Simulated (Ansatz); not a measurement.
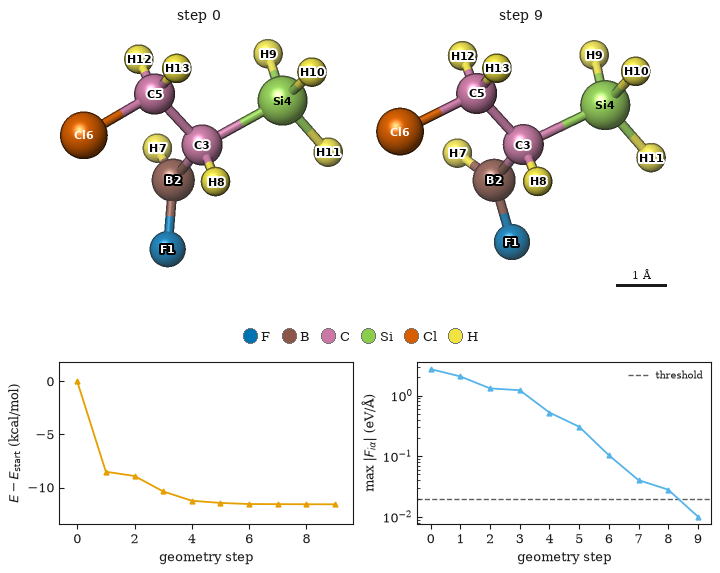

First and last geometry of a relaxation of C2H7BClFSi, with the history of the run. The picture is a ball-and-stick view, seen from a free direction.

The run prepares an end point of a later path (hydrogen shift) calculation, from a guessed geometry.

Theory: Ansatz 0.2.0, RKS PBE/def2-SVP.

The input:
```yaml
crystal:
  periodic: [false, false, false]
  atoms:
    - { symbol: F, position_ang: [-2.3946, 0.7403, 1.2749] }
    - { symbol: B, position_ang: [-1.6189, 0.182, 0.242] }
    - { symbol: C, position_ang: [-0.0577, 0.2959, 0.3216] }
    - { symbol: Si, position_ang: [0.7549, -1.4277, 0.4605] }
    - { symbol: C, position_ang: [0.5682, 1.0151, -0.8959] }
    - { symbol: Cl, position_ang: [0.0939, 2.7608, -0.8972] }
    - { symbol: H, position_ang: [-2.0945, -0.3664, -0.6667] }
    - { symbol: H, position_ang: [0.2856, 0.8594, 1.2558] }
    - { symbol: H, position_ang: [0.3427, -2.1844, -0.7036] }
    - { symbol: H, position_ang: [2.1455, -1.3607, 0.6189] }
    - { symbol: H, position_ang: [0.1116, -2.112, 1.6667] }
    - { symbol: H, position_ang: [0.2567, 0.5523, -1.8102] }
    - { symbol: H, position_ang: [1.627, 1.0107, -0.8519] }
basis:
  gaussian: { orbitals: def2-SVP }
hamiltonian:
  xc: pbe
relax:
  f_tol: 0.02
  max_steps: 50
```

Command:
```bash
ansatz run input.yaml --threads 2 --pin off --max-ram 3072MiB --backend cpu --events-out ev --progress --plain --runs-dir out
```

### What do the curves and the structures tell?

It converged. F1 moves most after the best rigid fit: 0.52 Å. Largest moves by element: F 0.52 Å, H 0.50 Å, Cl 0.20 Å, Si 0.11 Å, B 0.07 Å, C 0.06 Å. Near-neighbour distances that change, for instance: Si4–H10 1.401 → 1.505 Å, F1–B2 1.407 → 1.336 Å, B2–H7 1.163 → 1.221 Å, Si4–H9 1.448 → 1.505 Å. Among the angles between lasting bonds that change: F1–B2–H7 122.4° → 116.9°, H9–Si4–H10 113.5° → 108.7°, C3–B2–H7 118.8° → 122.9°. Groups turn about B2–C3 by about 25°. Over 9 geometry steps the energy falls by 11.6 kcal/mol. Largest force component: 2.7 eV/Å at the start, 0.01 eV/Å at the end. The run took 25 s on 2 threads of Intel(R) Xeon(R) Platinum 8488C (Sapphire Rapids) (shared host), peak memory 0.21 GiB.

| step | E − E(0), kcal/mol | largest force component, eV/Å |
| --- | --- | --- |
| 0 | 0.00 | 2.7240 |
| 1 | -8.51 | 2.0647 |
| 2 | -8.92 | 1.3100 |
| 3 | -10.37 | 1.2230 |
| 4 | -11.25 | 0.5240 |
| 5 | -11.45 | 0.3058 |
| 6 | -11.56 | 0.1036 |
| 7 | -11.57 | 0.0402 |
| 8 | -11.58 | 0.0280 |
| 9 | -11.58 | 0.0101 |
